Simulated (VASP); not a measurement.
Band structure of NbN (rock salt). All values below come from AM05 GGA, VASP's PBE PAW potentials (set 64) (plane waves; VASP).

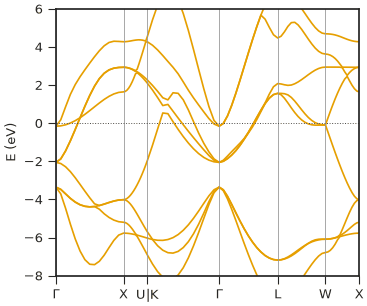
Fig. 1. Bands along high-symmetry lines, zero at the valence-band maximum or, without a gap, the Fermi level

Q: Read the plot: is there a gap, and where are the band edges?

A: It has no gap at this level: it comes out as a metal or semimetal. (Edges off the drawn lines would not show.)

The compound is NbN in the rock salt structure, the cubic δ form, which competes with hexagonal ones. It was relaxed first.
